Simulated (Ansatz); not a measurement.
# InSe monolayer: phonons and vibrational spectra, part 2 of 3

Aim: the vibrations of InSe monolayer, their spectra, and whether the structure is stable.

Ansatz 0.2.0; DFT PBEsol, scalar-relativistic, plane waves, PAW; PAW set soft_1.

So far. Step 2 (Bringing the structure to rest): The program solves this slab on a cell height of its own, 34.1 Å, in place of the one typed.

## (3) Tight relaxation

Phonons need a cell at rest on their own settings, so the relaxation is repeated with tight tolerances on forces and stress, using the mesh and the filling of the phonon run that follows.

The input, input.yaml:

```yaml
crystal:
  lattice:
    - [3.9962906255, 0.0, 0.0]
    - [-1.9981453128, 3.4608892026, 0.0]
    - [0.0, 0.0, 34.09996]
  atoms:
    - { symbol: In, position: [0.3333333333, 0.6666666667, 0.3632434002] }
    - { symbol: In, position: [0.3333333333, 0.6666666667, 0.2819186469] }
    - { symbol: Se, position: [0.6666666667, 0.3333333333, 0.4008638903] }
    - { symbol: Se, position: [0.6666666667, 0.3333333333, 0.2442981568] }
  periodic: [true, true, false]
kpoints:
  mp_grid: { grid: [9, 9, 1] }
hamiltonian:
  xc: pbesol
  pseudopotentials: { kind: paw, azcp: { folder: soft_1 }, xc_functional: pbe }
scf:
  occupations: { method: fixed }
output:
  forces: true
  stress: true
  eigenvalues: true
relax:
  adjacent_minimum: "off"
  f_tol: 0.001
  max_steps: 60
  cell: { stress_2d_tol: 0.002 }
```

Launch:

```
> ansatz run input.yaml --threads 4 --pin off --max-ram 16384MiB --backend cpu --events-out ev --progress --plain --runs-dir out
```

Numbers of over 12 decimals in the logs are rounded to 6 here.

The program printed:

```text
[...]
Crystal: 4 atoms, lattice volume = 471.627 Å³
Basis set: ecut = 420 eV, 9281 PW (Γ), exchange–correlation on 54×54×480 points (8 copies of the dense FFT grid, shifted against one another)
Bands: 35, of which v1, the nominal top of the filled ones, is band 29 counted from 1 (28 counted from 0)
Symmetry: 12 space group operations
[...]
k-points: 12 of 81 (time reversal used)
[...]
--- Relaxed structure (3 steps of the walk, 2 accepted, 1 SCFs on fresh bases) ---
[...]
cell:  # Å, volume = 471.5786 Å³
    - [3.996086, 2.8866012454870077e-11, 0]
    - [-1.998043, 3.460712, 0]
    - [0, 0, 34.09996]
  atoms:
    - { symbol: In, position: [0.333333, 0.666667, 0.363245] }
    - { symbol: In, position: [0.333333, 0.666667, 0.281917] }
    - { symbol: Se, position: [0.666667, 0.333333, 0.400874] }
    - { symbol: Se, position: [0.666667, 0.333333, 0.244288] }
[key lines of the parts left out:]
SCF converged after 10 iterations
Free energy (F): -21901.256096 eV
Fermi energy:    -6.008433 eV
P = ½ c Tr σ = -0.0017 N/m
```

Elapsed: 26 s, on 4 threads of Arm Neoverse V1, shared host; peak memory 0.81 GiB; 97 s of CPU time.

Little changed from the start: no atom moved by 0.005 Å and no cell edge by 0.1 %.

This step gave:

* gap on the k-mesh: 1.648 eV
* direct gap on mesh: 1.722 eV
* area per atom: 3.457 Å²

The largest force component left is 0.17 meV/Å, within the tolerances set.

## (4) Zone-centre response

The zone centre comes first: it holds the modes that light can see, as far as symmetry allows. The response to a homogeneous field gives the Born charges and the dielectric tensor, and its change with displacement the Raman tensors.

input.yaml, the sections that differ from step 3:

```yaml
crystal:
  lattice:
    - [3.9960857113, 0.0, 0.0]
    - [-1.9980428557, 3.4607117416, 0.0]
    - [0.0, 0.0, 34.09996]
  atoms:
    - { symbol: In, position: [0.3333333333, 0.6666666667, 0.3632454124] }
    - { symbol: In, position: [0.3333333333, 0.6666666667, 0.2819166347] }
    - { symbol: Se, position: [0.6666666667, 0.3333333333, 0.4008740361] }
    - { symbol: Se, position: [0.6666666667, 0.3333333333, 0.244288011] }
  periodic: [true, true, false]
output:
  eigenvalues: true
phonons:
  method: dfpt
  dielectric: true
  raman: true
# kpoints, hamiltonian, scf: as in step 3
# relax: removed
```

The program printed:

```text
Warning: phonons.dielectric: true without phonons.rigid_motions: the static dielectric tensor ε⁰ will be withheld (ε∞, Z* and the rows of modes are given); for a crystal or a slab, whose only rigid motions are the translations, set phonons.rigid_motions: translations
Warning: crystal.symmetry: narrowed to the stabiliser of the run's FFT grids — unitary ops 12 → 6. A phonons.method: dfpt run fills in the rows of the dynamical matrix that it does not solve by its symmetry operations, which is exact only for operations that map its FFT grids onto themselves: filled in by any other, the frequencies could depend on the order in which like atoms are typed, or, by more than the grids' own error, on where the crystal sits among the grids' points. Excluded: 6 operations. The run can therefore solve more perturbations, solve them on more k-points, or both, and cost more. [rest of the remark cut]
[...]
Crystal: 4 atoms, lattice volume = 471.579 Å³
Basis set: ecut = 420 eV, 9281 PW (Γ), exchange–correlation on 54×54×480 points (8 copies of the dense FFT grid, shifted against one another)
Bands: 35, of which v1, the nominal top of the filled ones, is band 29 counted from 1 (28 counted from 0)
Symmetry: 12 space group operations
k-points: 25 of 81 (irreducible under 2 space group operations, time reversal used)
[...]
SCF iter  12: F=-21901.256096 eV  HF=-21901.256096 eV  |F-HF|=1.09e-10  |Δ(HF+E_count)|=  2.55e-10  Δρ=3.45e-8  dr2=2.30e-11  ethr=1.00e-12  ⟨swp⟩=25.0  Hψ=7781  notcnv=0
SCF 1 converged in 12 iterations: F = -21901.256096 eV  dr2 = 2.30e-11
[...]
NSCF: frozen V_eff on 2 k-points
DFPT response loops at Γ: preconditioner auto → none (the input reference at scf.mixing.eps_inf says where Resta's filter doesn't serve); β = 0.50; Broyden in place of MSR1
── the response to a field inside a basis, on 16×16×2 k-points: an SCF that follows is theirs, and a resumed run solves both again ──
Bands: 30, of which v1, the nominal top of the filled ones, is band 29 counted from 1 (28 counted from 0)
k-points: 136
[...]
Eigensolver: Dense (136 Hₖ)
SCF iter   1: F=—  HF=-21901.226334 eV  |F-HF|=—  |Δ(HF+E_count)|=         —  Δρ=7.23e-5  dr2=1.06e-5  ethr=1.00e-1
[...]
SCF iter   7: F=-21901.226339 eV  HF=-21901.226339 eV  |F-HF|=2.91e-11  |Δ(HF+E_count)|=  2.15e-10  Δρ=5.48e-8  dr2=6.46e-12  ethr=1.00e-12
SCF 1 converged in 7 iterations: F = -21901.226339 eV  dr2 = 6.46e-12
[...]
SCF converged after 12 iterations
Free energy (F): -21901.256096 eV
[...]
Internal energy: -21901.256096 eV  (E = F + TS)
E sigma→0 (E₀):  -21901.256096 eV
Fermi energy:    -6.008435 eV
[...]
--- Band table (eV; the first three rows and the last of 25) ---
  k-point 0: bands = [... 25 lower, -6.4578, -6.3799, -6.3799, -6.0821, -4.3602, -3.1977, -0.9082 (-0.9082°), -0.9082 (-0.9082°), ... 2 higher]
  k-point 1: bands = [... 25 lower, -7.0311, -6.6141, -6.5178, -6.0172, -3.7637, -2.5826, -1.5380 (-1.5380°), -0.7853 (-0.7853°), ... 2 higher]
  k-point 2: bands = [... 25 lower, -7.7164, -6.9671, -6.8331, -6.0406, -3.2001, -2.9200, -1.2247 (-1.2247°), -1.0238 (-1.0237°), ... 2 higher]
  k-point 24: bands = [... 25 lower, -8.3352, -8.0474, -7.5462, -6.4478, -2.9674, -2.8289, -1.9095, -0.6219, ... 2 higher]
  ° read free of the cell's end (the report's vacuum.weakly_bound_levels)
--- Phonons (Γ-DFPT): 8 representative perturbations + reference, on 25 of 81 k-points (Σ response iterations 30) ---
  ASR residual: 8.745e-5 → 0.000e0 eV/Å²; symmetrization residual: 4.299e-5 eV/Å²
  The last average, over the group as it would stand without the narrowing to the FFT grids, took up to 7.446e-6 eV/Å² of the zone centre's force constants
  ASR residual per site (eV/Å²): 2.13e-5 1.53e-5 8.74e-5 6.72e-5
  Γ frequencies (cm⁻¹): 0.00 0.00 0.00 36.28 36.28 105.87 169.58 169.58 173.56 173.56 198.95 226.42
  ε∞ (high-frequency dielectric tensor):
        2.738928    -0.000000     0.000000
       -0.000000     2.738928     0.000000
        0.000000     0.000000     1.211974
  α∞ (the layer's polarisability for a field applied outside it; Å, Gaussian; ε∞ is over the cell's 34.100 Å):
        4.718734    -0.000000     0.000000
       -0.000000     4.718734     0.000000
        0.000000     0.000000     0.575211
  ε⁰ (static dielectric tensor): not given — the deck does not say what the cell's rigid motions are, and on a molecule in a box or a wire the rigid rotations would enter the sum over the modes at Γ. For a crystal or a slab, whose only rigid motions are the translations, set phonons.rigid_motions: translations.
  Born effective charges Z* (e; rows j = field, columns β = displacement):
    site 0:
         2.37660   -0.00000   -0.00000
         0.00000    2.37660   -0.00000
        -0.00000    0.00000    0.16577
    site 1:
         2.37660   -0.00000    0.00000
         0.00000    2.37660   -0.00000
         0.00000   -0.00000    0.16577
    site 2:
        -2.37660    0.00000   -0.00000
        -0.00000   -2.37660    0.00000
        -0.00000   -0.00000   -0.16577
    site 3:
        -2.37660    0.00000    0.00000
        -0.00000   -2.37660    0.00000
        -0.00000    0.00000   -0.16577
  Z* charge neutrality: 5.005e-3 e pre-enforcement
  solved inside a basis spanned on kpoints, on 16×16×2 k-points transformed towards the longest dipole: ε∞ is read to err by 1.0e-2, Z* by 1.9e-2 e (field_mesh: kpoints solves on kpoints); Z* is corrected for what the basis lacks
  Raman tensors (in the event stream and the table raman_tensors.tsv): an entry may err by 4.5e-1 Å², one of the second-order susceptibility by 6.6e-1 pm/V (basis, points and sum rule); their sum over the sites missed zero by 8.085e-4 Å² ahead of its enforcement
  optical modes at Γ without the LO–TO term, one row a degenerate level:
      ω (cm⁻¹)  modes    IR ((D/Å)²/amu)  static Raman (Å⁴/amu)  depolarisation
         36.28      2             0.0000                 0.2902           0.750
        105.87      1             0.0000                52.6293           0.092
        169.58      2             0.0000                 0.3405           0.750
        173.56      2            11.1401                 0.7134           0.750
        198.95      1             0.0271                 0.0000               —
        226.42      1             0.0000               169.5887           0.118
```

It took 40 min on 4 threads; peak memory 4.6 GiB; 2.5 h of CPU time.

Reading the cycles: dr2 is the Hartree energy of the density residual (eV), the measure of convergence; HF is the Harris–Foulkes estimate of the energy, which meets the free energy F at convergence.

This step gave:

- sum-rule residual before enforcement: 8.74e-5 eV/Å²
- miss of the charge sum rule: 0.005005 e
- estimated error of the dielectric tensor: 0.01024
- estimated error of the Born charges: 0.01859 e
- point group: -6m2
- highest optical mode at the zone centre (no LO-TO term): 226.4 cm⁻¹
- lowest optical zone-centre mode: 36.28 cm⁻¹
- largest Born charge (third of the trace): 1.640 e

Without the LO-TO term. Patterns of degenerate modes are one choice out of their space. Modes at Γ, with each element's share of the kinetic energy:

```
mode  frequency (cm⁻¹)  symmetry  In %  Se %
   1               0.0  acoustic    59    41
   2               0.0  acoustic    59    41
   3               0.0  acoustic    59    41
   4              36.3       E''    62    38
   5              36.3       E''    62    38
   6             105.9       A1'    30    70
   7             169.6       E''    38    62
   8             169.6       E''    38    62
   9             173.6        E'    41    59
  10             173.6        E'    41    59
  11             198.9      A2''    41    59
  12             226.4       A1'    70    30
```

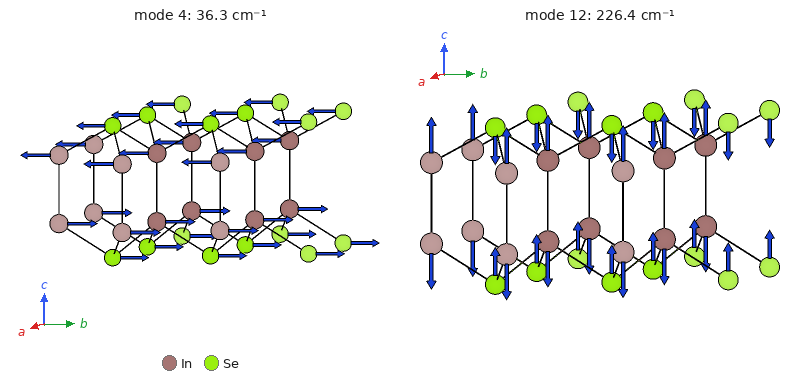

Displacement patterns of modes 4 and 12 at Γ; arrows are exaggerated. 2×2×1 cells are drawn. Some periodic images of atoms are drawn too.

High-frequency dielectric tensor, averaged over the cell of height 34.1 Å or as lengthened by the program, vacuum included. Tensor:

```
       x      y      z
x  2.739      0      0
y      0  2.739      0
z      0      0  1.212
```

Born charge (rows field, columns displacement) (e), principal values of the symmetric part by kind of site:

```
atom  atoms with these values    low  middle   high   mean
 In1                        2   0.17    2.38   2.38   1.64
 Se3                        2  -2.38   -2.38  -0.17  -1.64
```

In full for Se3:

```
-2.38  0.00  0.00
 0.00 -2.38  0.00
 0.00  0.00 -0.17
```

Transverse modes. Infrared lines, with heights relative to the strongest:

```
position (cm⁻¹)  label  relative intensity
             36    E''                 0.0
            106    A1'                 0.0
            170    E''                 0.0
            174     E'                 100
            199   A2''                 0.2
            226    A1'                 0.0
```

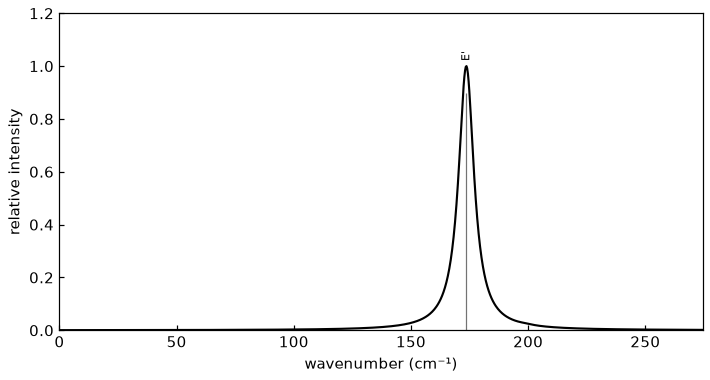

The infrared spectrum, broadened with Lorentzians of width 8 cm⁻¹; bars mark the lines.

Activity x (w_L - w)^4 (n + 1)/w, 532 nm, 300 K; the tensors are static ones, while 532 nm light lies above the computed direct gap, where resonance would change the heights. Raman lines, with heights relative to the strongest:

```
position (cm⁻¹)  label  relative intensity
             36    E''                 4.1
            106    A1'                 100
            170    E''                 0.3
            174     E'                 0.6
            199   A2''                 0.0
            226    A1'                  88
```

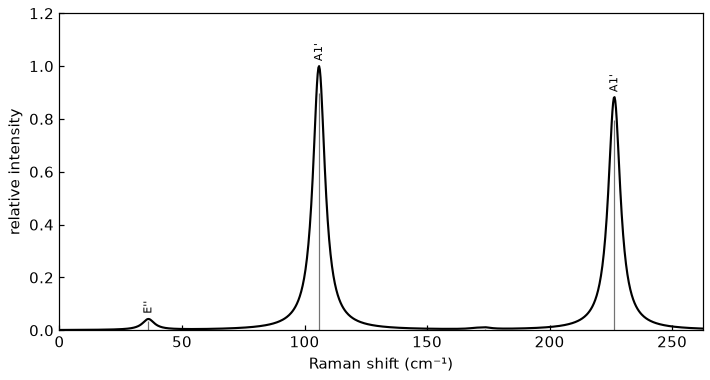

The Raman spectrum, broadened with Lorentzians of width 6 cm⁻¹; bars mark the lines.

Before it was imposed, the acoustic sum rule was missed by 8.7e-5 eV/Å² and the charge sum rule by 0.0050 e. Small misses are needed for a sound result but don't prove that mesh and cutoff are converged. The lowest optical mode is real, 36.3 cm⁻¹.

[end of part 2 of 3]

[Logs are printed without paths, hosts, clocks, repeated set-up lines and the standing remarks that a program may print on its own settings, such as how far it seeks lower states.]

[Hosts, paths, dates, database ids (printed as entryN), source tags and the programs' standing remarks are cut or masked in the printed files.]
